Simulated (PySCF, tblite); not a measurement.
# alpha-epichlorohydrin (C₃H₅ClO): isotopologues and vibrational averages

How do isotopes change the rotational constants and shieldings of alpha-epichlorohydrin (C₃H₅ClO) (`ClC[C@@H]1CO1`)?

Programs: PySCF 2.14.0 with density-fitted response routines of our own, and tblite 0.8.0. All values are computed, except where a source is named. Atoms count from 0 throughout.

## Step 1: The starting structure

10 atoms, charge 0, multiplicity 1; geometry from: force field or distance geometry start.

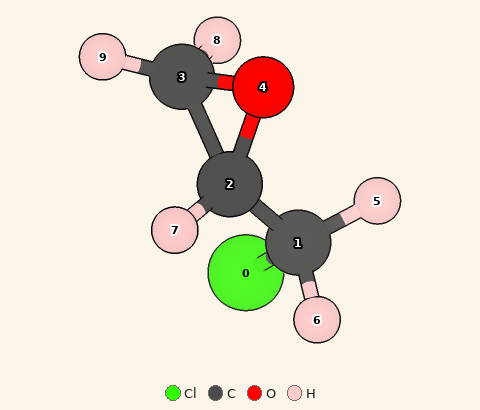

The starting geometry (chlorine green, carbon dark grey, oxygen red, hydrogen pink), atoms numbered.

## Step 2: GFN2-xTB relaxation, lowest of a short conformer search

Job settings and geometry (Å):

```
{"job": {"xc": "GFN2-xTB", "basis": "xTB", "kind": "relax"}, "charge": 0, "multiplicity": 1}
Cl     1.740000     1.466900    -0.457600
C      1.204800    -0.119600     0.027500
C     -0.164000    -0.485200    -0.307700
C     -1.326400     0.414500     0.163100
O     -1.078400    -0.930200     0.684900
H      1.410200    -0.237800     1.137500
H      1.861000    -0.862900    -0.487600
H     -0.348000    -0.913300    -1.296700
H     -1.081100     1.156900     0.934400
H     -2.182600     0.529200    -0.487800
```

Run with:

```sh
OMP_NUM_THREADS=1 python ens_run.py task.json out
```

One launch serves the whole session.

The log of the run:

```text
step      E/eV     max force
  0    -477.33886    3.860
  1    -477.60663    1.384
  2    -477.64481    0.494
  3    -477.66089    0.244
  4    -477.66577    0.221
  5    -477.67153    0.189
  6    -477.67546    0.173
  7    -477.67830    0.147
  8    -477.68035    0.140
  9    -477.68220    0.151
 10    -477.68364    0.119
 11    -477.68463    0.085
 12    -477.68541    0.104
 13    -477.68636    0.113
 14    -477.68743    0.094
 15    -477.68833    0.084
 16    -477.68895    0.071
 17    -477.68953    0.083
 18    -477.69024    0.098
 19    -477.69098    0.089
 20    -477.69155    0.076
 21    -477.69202    0.069
 22    -477.69257    0.074
 23    -477.69339    0.085
 24    -477.69448    0.123
 25    -477.69572    0.133
 26    -477.69695    0.105
 27    -477.69830    0.130
 28    -477.69989    0.126
 29    -477.70150    0.153
 30    -477.70302    0.163
 31    -477.70462    0.131
 32    -477.70640    0.108
 33    -477.70780    0.088
 34    -477.70839    0.061
 35    -477.70864    0.058
 36    -477.70894    0.058
 37    -477.70935    0.101
 38    -477.70989    0.085
 39    -477.71071    0.055
 40    -477.71101    0.065
 41    -477.71178    0.081
 42    -477.71231    0.067
 43    -477.71264    0.038
 44    -477.71276    0.026
 45    -477.71284    0.023
 46    -477.71289    0.016
 47    -477.71292    0.012
 48    -477.71293    0.006
 49    -477.71294    0.003
```

It took 0.18 s on 1 thread of Arm Neoverse V1, shared host.

Gain 0.374 eV; displacement 0.25 Å root mean square.

## Step 3: Tight optimisation and Hessian

Job settings and geometry (Å):

```
{"job": {"xc": "B3LYP", "basis": "pcSseg-1", "grid": 2, "temperatures": [100, 400], "kind": "geom"}, "charge": 0, "multiplicity": 1}
Cl     1.880696     1.295331    -0.776743
C      1.220172    -0.134678     0.060111
C     -0.196390    -0.373212    -0.393618
C     -1.313451     0.320739     0.252016
O     -1.042057    -1.028587     0.500558
H      1.254506     0.059495     1.132215
H      1.861900    -0.980464    -0.186681
H     -0.302992    -0.665365    -1.435552
H     -1.112509     1.000404     1.071699
H     -2.214344     0.524955    -0.314117
```

The log of the run:

```text
step   0  E = -17760.4063818 eV  max force = 1.48307
step   1  E = -17760.4601504 eV  max force = 0.25823
step   2  E = -17760.4591886 eV  max force = 0.19620
step   3  E = -17760.4640139 eV  max force = 0.05596
step   4  E = -17760.4642338 eV  max force = 0.04793
step   5  E = -17760.4644728 eV  max force = 0.00479
step   6  E = -17760.4644775 eV  max force = 0.00043
step   7  E = -17760.4644775 eV  max force = 0.00043
step   8  E = -17760.4644776 eV  max force = 0.00015
harmonic wavenumbers (cm-1): 91.5 213.1 373.4 412.5 735.9 817.7 867.9 885.5 982.2 1067.4 1111.0 1148.2 1171.3 1205.0 1270.0 1298.8 1436.2 1482.5 1526.2 3078.3 3081.0 3110.6 3145.9 3168.4
```

It took 7.3 min on 1 thread of Arm Neoverse V1, shared host; peak memory 0.53 GiB.

## Step 4: Displacements along the modes, parent

Job settings and geometry (Å):

```
{"job": {"xc": "B3LYP", "basis": "pcSseg-1", "grid": 2, "temperatures": [100, 400], "kind": "vib", "mass_numbers": [35, 12, 12, 12, 16, 1, 1, 1, 1, 1]}, "charge": 0, "multiplicity": 1}
Cl     1.999381     1.252922    -0.839936
C      1.214331    -0.121227     0.057733
C     -0.197909    -0.327836    -0.414787
C     -1.328996     0.308772     0.264410
O     -1.018513    -1.072615     0.487524
H      1.239411     0.122385     1.121026
H      1.828638    -1.005042    -0.126143
H     -0.305410    -0.603712    -1.465388
H     -1.143503     0.971205     1.110986
H     -2.251900     0.493764    -0.285537
```

The log of the run:

```text
mode    cm-1    km/mol   phi_rrr   E(+)/cm-1  E(-)/cm-1
  1     91.46     7.79       3.7      17.85      17.56
  2    213.09    12.93       7.1      38.99      38.31
  3    373.44     3.90     -26.7      66.46      68.34
  4    412.51     0.17      13.0      75.00      74.15
  5    735.88    62.22     199.7     139.90     125.63
  6    817.67    18.87      61.5     149.45     145.13
  7    867.89    20.15    -126.0     151.93     160.91
  8    885.45     3.87       5.2     160.36     159.98
  9    982.23    33.21      53.1     178.84     174.95
 10   1067.37     0.90     -14.1     192.11     193.06
 11   1111.05     5.58     -74.0     197.72     202.94
 12   1148.23     0.77     -46.8     206.11     209.45
 13   1171.26     1.22     -32.3     210.13     212.61
 14   1205.01     5.08      67.0     219.65     214.76
 15   1269.99     4.72     -47.3     227.22     230.66
 16   1298.84    27.19      31.4     235.16     233.09
 17   1436.18     3.62      29.6     259.83     257.68
 18   1482.53     7.30     -94.5     263.71     270.58
 19   1526.20     2.57     118.0     279.21     270.69
 20   3078.27    15.78    1331.7     604.58     508.86
 21   3080.97     8.47   -1349.3     508.80     605.76
 22   3110.58     8.44   -1805.9     500.13     629.73
 23   3145.90     4.69     279.2     578.96     558.90
 24   3168.41    18.59     225.5     581.33     565.15
```

Wall time 7.6 min (1 thread of Arm Neoverse V1, shared host); peak memory 0.53 GiB.

## Step 5: Displacements along the modes, 2H at atom 5

Changed since step 4:

```diff
@@ -1,2 +1,2 @@
-{"job": {"xc": "B3LYP", "basis": "pcSseg-1", "grid": 2, "temperatures": [100, 400], "kind": "vib", "mass_numbers": [35, 12, 12, 12, 16, 1, 1, 1, 1, 1]}, "charge": 0, "multiplicity": 1}
+{"job": {"xc": "B3LYP", "basis": "pcSseg-1", "grid": 2, "temperatures": [100, 400], "kind": "vib", "mass_numbers": [35, 12, 12, 12, 16, 2, 1, 1, 1, 1]}, "charge": 0, "multiplicity": 1}
 Cl     1.999381     1.252922    -0.839936
```

The log of the run:

```text
mode    cm-1    km/mol   phi_rrr   E(+)/cm-1  E(-)/cm-1
  1     89.64     7.57      -3.6      17.25      17.50
  2    211.55    12.78       6.8      38.70      38.04
  3    355.54     2.67      29.3      65.40      63.33
  4    402.11     0.96     -13.6      71.99      73.03
  5    704.61    39.55     176.6     133.35     120.77
  6    786.53    13.16      -7.7     141.75     142.25
  7    832.11    17.98      -3.6     149.90     150.26
  8    850.45    29.69      37.5     154.58     151.97
  9    894.27     2.79     -60.9     158.96     163.37
 10   1003.77    46.58     -93.9     177.42     184.18
 11   1067.20     2.00     -21.9     191.76     193.32
 12   1111.77     2.76      64.1     202.76     198.23
 13   1148.68     0.87      47.3     209.60     206.21
 14   1172.49     0.59     -28.3     210.46     212.67
 15   1242.58     7.96     -13.5     224.13     225.18
 16   1287.59    11.30      98.7     235.55     228.57
 17   1337.01     6.89     -63.6     238.97     243.55
 18   1431.81     7.78     -34.4     256.80     259.27
 19   1525.46     2.97     118.6     279.10     270.54
 20   2291.09     3.70    1234.6     459.73     371.07
 21   3078.28    14.90   -1341.0     508.55     604.93
 22   3105.78     9.40    -604.0     540.42     583.76
 23   3116.09     8.46   -1414.0     513.08     614.68
 24   3168.31    18.06     227.3     581.41     565.10
```

Wall time 7.5 min (1 thread of Arm Neoverse V1, shared host); peak memory 0.53 GiB.

## Step 6: Vibrational averages by isotopologue

Job settings and geometry (Å):

```
{"job": {"xc": "B3LYP", "basis": "pcSseg-1", "grid": 2, "temperatures": [100, 400], "kind": "iso"}, "charge": 0, "multiplicity": 1}
Cl     1.999381     1.252922    -0.839936
C      1.214331    -0.121227     0.057733
C     -0.197909    -0.327836    -0.414787
C     -1.328996     0.308772     0.264410
O     -1.018513    -1.072615     0.487524
H      1.239411     0.122385     1.121026
H      1.828638    -1.005042    -0.126143
H     -0.305410    -0.603712    -1.465388
H     -1.143503     0.971205     1.110986
H     -2.251900     0.493764    -0.285537
```

The log of the run:

```text
parent
  Be/MHz 13183.069 1983.228 1847.711
  B0/MHz 13053.388 1972.053 1836.111
  ZPE/cm-1 16840.2
  <sigma>(0 K)/ppm 827.176 119.135 122.039 124.752 273.367 28.130 26.876 28.029 28.467 28.139
2H at atom 5
  Be/MHz 12421.146 1969.72 1843.433
  B0/MHz 12301.314 1958.817 1832.133
  ZPE/cm-1 16107.4
  <sigma>(0 K)/ppm 828.855 119.515 122.104 124.766 273.485 28.265 26.894 28.034 28.466 28.139
```

Wall time 23 min (1 thread of Arm Neoverse V1, shared host); peak memory 0.53 GiB. This counts the whole study up to here.

Rotational constants (MHz) at equilibrium and in the ground state:

```tsv
isotopologue	Be	B0	zero-point change (cm⁻¹)
parent	13183.1, 1983.2, 1847.7	13053.4, 1972.1, 1836.1	0.0
2H at atom 5	12421.1, 1969.7, 1843.4	12301.3, 1958.8, 1832.1	-732.8
```

Shieldings of the first species (ppm): at equilibrium, the vibrational parts at 0 K, and the averages:

```tsv
atom	equilibrium	anharmonic	harmonic	0 K	100 K	400 K
Cl0	850.65	-5.77	-17.71	827.18	826.25	817.86
C1	123.76	-1.79	-2.83	119.13	119.12	118.72
C2	126.58	-1.49	-3.06	122.04	121.99	121.47
C3	129.77	-1.11	-3.90	124.75	124.71	124.22
O4	290.82	-3.12	-14.34	273.37	272.98	269.25
H5	28.80	-0.18	-0.49	28.13	28.12	28.02
H6	27.52	-0.16	-0.48	26.88	26.88	26.86
H7	28.69	-0.20	-0.46	28.03	28.02	27.99
H8	29.11	-0.15	-0.50	28.47	28.46	28.41
H9	28.79	-0.15	-0.50	28.14	28.14	28.11
```

Isotope effects on the shieldings at 0 K (ppb; positive means more shielded):

```tsv
atom	2H at atom 5
Cl0	1679
C1	380
C2	66
C3	14
O4	119
H5	136
H6	18
H7	5
H8	-1
H9	0
```

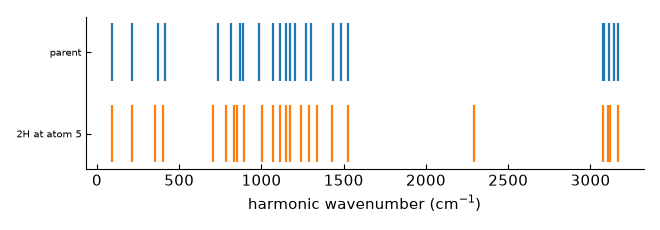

Harmonic wavenumbers of each isotopologue.

## Step 7: Results

| quantity | value |
| --- | --- |
| point group | C1 |
| B0 of the first species | 13053.4, 1972.1, 1836.1 MHz |
| zero-point energy | 16840 cm⁻¹ |
| zero-point change of σ(Cl0) | -23.48 ppm |

In words: Zero-point motion changes the shielding of Cl0 most, by -23.48 ppm. The largest secondary isotope effect is 1679 ppb on Cl0, 2 bonds from the change (2H at atom 5). The job flags a low mode; perturbation theory is less sure for low modes. Internal rotors are held in one well.
